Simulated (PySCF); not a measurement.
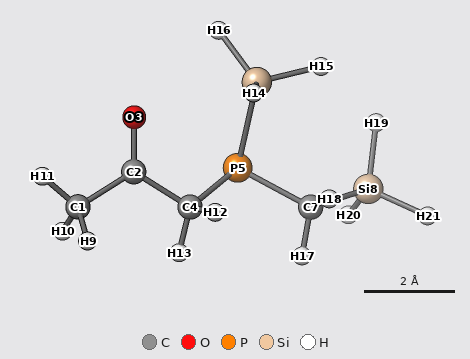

The structure (ball-and-stick view, seen at a tilt; atoms are numbered from 1 in the order of the input). Bond lengths as drawn: C–C 1.50 to 1.51 Å, C–H 1.10 to 1.11 Å, C–O 1.21 Å, C–P 1.87 Å, C–Si 1.89 Å, H–Si 1.49 to 1.50 Å and P–Si 2.27 Å.

# C$_{4}$H$_{13}$OPSi$_{2}$: a changed input and its effect

System: C$_{4}$H$_{13}$OPSi$_{2}$.
Method of run A: GIAO wB97X-D/pcSseg-1 NMR shielding, non-relativistic, gas phase (PySCF 2.14.0).

The geometry comes from this level: PBE0-D3(BJ)/def2-SVP. Text and figures count atoms from 1; the logs count them from 0 in places.

Input, run A:
```
{"job": {"kind": "nmr", "xc": "wB97X-D", "basis": "pcSseg-1", "pop": false}, "charge": 0, "multiplicity": 1}
C     -3.632393     0.513209    -0.118732
C     -2.238088     0.413370     0.432001
O     -1.973669     0.736099     1.569221
C     -1.163508    -0.121282    -0.485318
P      0.495357     0.682470    -0.142289
Si     0.759844    -0.001570     2.009687
C      1.613688    -0.565412    -0.967287
Si     3.394980     0.052582    -1.096097
H     -3.931046    -0.432218    -0.597601
H     -3.655850     1.289022    -0.901645
H     -4.335559     0.777751     0.680400
H     -1.106685    -1.213679    -0.320158
H     -1.433756     0.027670    -1.542982
H      0.010931    -1.272678     2.264635
H      2.221342    -0.316814     2.145396
H      0.425485     1.046147     3.010108
H      1.254786    -0.692699    -2.003659
H      1.580391    -1.560687    -0.490752
H      3.917824     0.489635     0.232435
H      3.452144     1.211015    -2.037714
H      4.271748    -1.040181    -1.620614
```

The first line tells a small driver script what to run in PySCF; the rest is the geometry in Å.

Launched with:
```bash
OMP_NUM_THREADS=1 python <driver script> task.json out
```

Hardware: 1 CPU thread, shared host.

Output (run A):
```
coarse grid: 18368 points
cycle   1  E = -1155.4418712263  dE =  6.497e-01  |g| = 8.436e-01  |ddm| = 4.008e+00
cycle   2  E = -1155.2727513028  dE =  1.691e-01  |g| = 1.335e+00  |ddm| = 1.883e+00
cycle   3  E = -1155.5921947013  dE = -3.194e-01  |g| = 6.970e-02  |ddm| = 1.226e+00
cycle   4  E = -1155.5934058323  dE = -1.211e-03  |g| = 3.735e-02  |ddm| = 1.002e-01
cycle   5  E = -1155.5937582723  dE = -3.524e-04  |g| = 7.478e-03  |ddm| = 5.069e-02
cycle   6  E = -1155.5937781054  dE = -1.983e-05  |g| = 2.895e-03  |ddm| = 1.656e-02
cycle   7  E = -1155.5937810212  dE = -2.916e-06  |g| = 9.249e-04  |ddm| = 6.990e-03
final grid: 161656 points
cycle   8  E = -1155.6597328853  dE = -1.942e-04  |g| = 4.919e-03  |ddm| = 4.213e-02
cycle   9  E = -1155.6597376020  dE = -4.717e-06  |g| = 2.845e-03  |ddm| = 1.032e-02
cycle  10  E = -1155.6597392030  dE = -1.601e-06  |g| = 8.077e-04  |ddm| = 2.877e-03
cycle  11  E = -1155.6597393210  dE = -1.180e-07  |g| = 5.028e-04  |ddm| = 1.449e-03
cycle  12  E = -1155.6597393694  dE = -4.844e-08  |g| = 1.141e-04  |ddm| = 4.722e-04
cycle  13  E = -1155.6597393728  dE = -3.388e-09  |g| = 2.685e-05  |ddm| = 2.093e-04
cycle  14  E = -1155.6597393732  dE = -3.258e-10  |g| = 1.019e-05  |ddm| = 6.674e-05
converged SCF energy = -1155.6597393732

GIAO shielding tensors (ppm)
atom      isotropic    diamagn.    paramagn.     s11        s22        s33       span
  0 C      151.008     251.202    -100.194    130.040    133.050    189.935     59.894
  1 C      -28.995     251.890    -280.885   -110.512    -78.144    101.670    212.182
  2 O     -329.964     406.101    -736.065   -886.559   -429.871    326.538   1213.097
  3 C      138.829     261.726    -122.896    107.162    133.145    176.180     69.018
  4 P      450.180     970.515    -520.334    374.778    433.075    542.688    167.911
  5 Si     406.473     881.275    -474.802    362.220    397.038    460.163     97.943
  6 C      184.204     259.525     -75.321    177.635    181.902    193.074     15.439
  7 Si     419.986     878.552    -458.567    396.702    398.630    464.625     67.924
  8 H       29.089      28.546       0.543     25.824     28.970     32.472      6.648
  9 H       29.161      28.482       0.679     26.139     28.530     32.815      6.676
 10 H       29.296      26.614       2.681     25.504     27.460     34.922      9.419
 11 H       29.088      36.117      -7.028     25.882     28.667     32.716      6.834
 12 H       28.683      36.045      -7.361     24.382     27.471     34.197      9.815
 13 H       27.593      31.291      -3.699     24.889     25.953     31.936      7.047
 14 H       27.510      31.244      -3.734     23.276     27.239     32.013      8.737
 15 H       26.869      30.132      -3.263     23.368     24.456     32.784      9.416
 16 H       31.023      33.863      -2.840     24.821     30.091     38.156     13.335
 17 H       30.841      34.401      -3.560     25.591     29.868     37.063     11.471
 18 H       27.565      28.562      -0.997     23.264     27.373     32.059      8.795
 19 H       27.531      28.120      -0.589     23.959     25.688     32.946      8.987
 20 H       27.405      27.332       0.073     23.837     24.871     33.505      9.668
```

For run B the input was changed thus:
```diff
-"xc": "wB97X-D"
+"xc": "PBE0"
-"pop": false
```

How does run B compare with run A?

The total energies belong to different methods, so their difference says nothing on which is more stable or more accurate. The HOMO goes from −8.55 to −6.74 eV. The LUMO goes from 0.98 to −0.87 eV. Of all shieldings, the largest change is that of O3, by −4.2 ppm. The functional changes from wB97X-D to PBE0. The number of SCF iterations is the same.

Output (run B):
```
coarse grid: 18368 points
cycle   1  E = -1154.9049985294  dE =  5.051e-01  |g| = 7.974e-01  |ddm| = 4.077e+00
cycle   2  E = -1154.5259727294  dE =  3.790e-01  |g| = 1.604e+00  |ddm| = 2.389e+00
cycle   3  E = -1155.0290013476  dE = -5.030e-01  |g| = 1.781e-01  |ddm| = 1.872e+00
cycle   4  E = -1155.0354909372  dE = -6.490e-03  |g| = 6.362e-02  |ddm| = 1.925e-01
cycle   5  E = -1155.0364638188  dE = -9.729e-04  |g| = 1.455e-02  |ddm| = 8.005e-02
cycle   6  E = -1155.0365199071  dE = -5.609e-05  |g| = 4.628e-03  |ddm| = 2.256e-02
cycle   7  E = -1155.0365247886  dE = -4.882e-06  |g| = 1.143e-03  |ddm| = 5.265e-03
final grid: 161656 points
cycle   8  E = -1155.0938495009  dE = -1.532e-05  |g| = 1.266e-02  |ddm| = 3.114e-02
cycle   9  E = -1155.0937647088  dE =  8.479e-05  |g| = 2.449e-02  |ddm| = 2.782e-02
cycle  10  E = -1155.0938808704  dE = -1.162e-04  |g| = 2.271e-03  |ddm| = 2.013e-02
cycle  11  E = -1155.0938819700  dE = -1.100e-06  |g| = 2.224e-04  |ddm| = 2.136e-03
cycle  12  E = -1155.0938819807  dE = -1.073e-08  |g| = 1.071e-04  |ddm| = 4.624e-04
cycle  13  E = -1155.0938819838  dE = -3.134e-09  |g| = 2.640e-05  |ddm| = 1.545e-04
cycle  14  E = -1155.0938819840  dE = -1.742e-10  |g| = 7.020e-06  |ddm| = 3.620e-05
converged SCF energy = -1155.0938819840

GIAO shielding tensors (ppm)
atom      isotropic    diamagn.    paramagn.     s11        s22        s33       span
  0 C      151.582     251.527     -99.946    130.586    133.810    190.349     59.763
  1 C      -27.407     251.843    -279.249   -109.084    -73.838    100.702    209.786
  2 O     -334.182     405.113    -739.295   -890.307   -432.438    320.199   1210.506
  3 C      137.344     261.262    -123.918    104.692    132.315    175.024     70.333
  4 P      452.417     970.077    -517.660    378.984    437.656    540.612    161.628
  5 Si     406.818     881.440    -474.621    361.052    397.782    461.621    100.569
  6 C      183.033     258.673     -75.640    176.115    180.324    192.662     16.547
  7 Si     420.936     878.867    -457.931    397.303    400.139    465.366     68.063
  8 H       28.945      28.449       0.496     25.648     28.820     32.366      6.718
  9 H       29.022      28.393       0.629     25.971     28.385     32.710      6.739
 10 H       29.199      26.674       2.525     25.479     27.305     34.812      9.333
 11 H       28.834      35.639      -6.805     25.682     28.291     32.529      6.846
 12 H       28.451      35.758      -7.307     24.143     27.215     33.996      9.853
 13 H       27.460      31.058      -3.598     24.786     25.775     31.819      7.033
 14 H       27.351      31.117      -3.766     23.120     27.077     31.856      8.736
 15 H       26.746      30.053      -3.307     23.262     24.309     32.668      9.406
 16 H       30.778      33.494      -2.716     24.484     29.903     37.947     13.462
 17 H       30.602      33.895      -3.293     25.309     29.636     36.860     11.551
 18 H       27.428      28.445      -1.017     23.110     27.268     31.906      8.796
 19 H       27.401      28.059      -0.658     23.835     25.552     32.816      8.981
 20 H       27.249      27.304      -0.055     23.676     24.707     33.365      9.689
```

The two runs side by side:

| quantity | run A | run B |
| --- | --- | --- |
| outcome | converged | converged |
| total energy (hartree) | −1155.659739 | −1155.093882 |
| HOMO (eV) | −8.55 | −6.74 |
| LUMO (eV) | 0.98 | −0.87 |
| dipole moment (D) | 3.87 | 3.88 |
| shielding of C1 (ppm) | 151.0 | 151.6 |
| shielding of C2 (ppm) | −29.0 | −27.4 |
| shielding of O3 (ppm) | −330.0 | −334.2 |
| shielding of C4 (ppm) | 138.8 | 137.3 |
| shielding of P5 (ppm) | 450.2 | 452.4 |
| shielding of C7 (ppm) | 184.2 | 183.0 |
| shielding of Si8 (ppm) | 420.0 | 420.9 |
| SCF iterations | 14 | 14 |
| basis functions | 222 | 222 |
| wall time (shared host) | 31 s | 33 s |
